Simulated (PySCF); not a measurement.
**WF (charge −1, quintet): density, localisation and related maps**

```xyz
2

W     0.0000    0.0000   -0.1818
F     0.0000    0.0000    1.7602
```

⟨S²⟩ = 6.09, above the pure value of 6.00; core potentials replace the inner electrons of W.

Level of theory: PBE0/def2-TZVPPD, non-relativistic Hamiltonian with scalar-relativistic core potentials where named, at a bond length of 1.942 Å (PySCF 2.14.0).

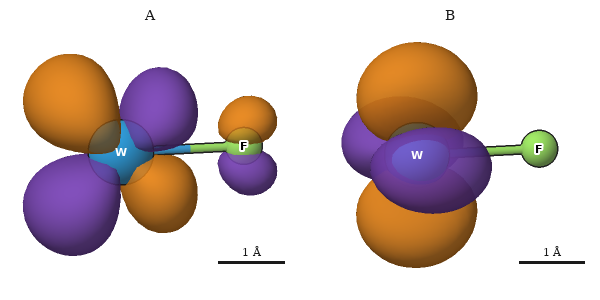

Figure 1. Two frontier α-spin orbitals, each drawn at the value that holds 80 % of its norm (orange and purple are the two phases), in no order; of a degenerate pair one member is drawn.

**Label each orbital by symmetry, say whether it is occupied, and order them by energy.**

Orbital B: δ, occupied in this spin, −0.30 eV; almost wholly on W.
Orbital A: π, occupied in this spin, 0.06 eV; mainly on W (90 %).

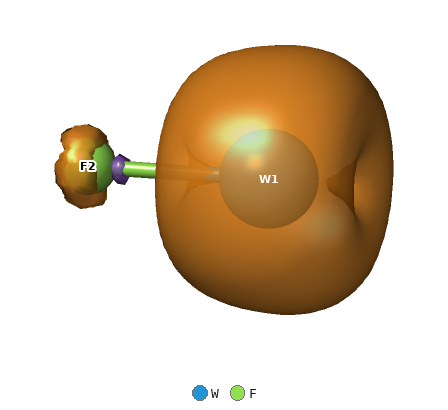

Figure 2. Isosurfaces of the spin density (α minus β) at +0.1 (orange) and −0.1 e/Å³ (purple), seen from one side.

**Which atoms carry the spin?**

The unpaired spin (4 electrons) lies mostly on W1 (about 3.9) and F2 (about 0.1), in electrons by Hirshfeld's partition.

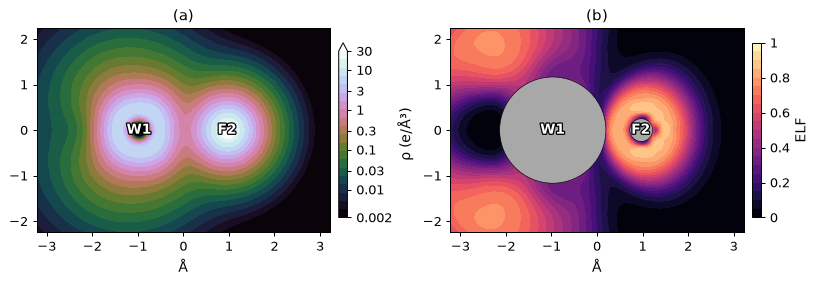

Figure 3. (a) electron density; (b) ELF on a plane that holds the molecular axis. Grey discs cover the atomic cores in the ELF map.

**Read the bonding off the picture.**

The plane passes through W and F nuclei. W–F (1.94 Å): ρ at the midpoint is about 0.84 e/Å³; the ELF peaks at about 0.85 in the valence shell of F, 0.5 Å from its nucleus, and drops to about 0.15 between the two atoms.
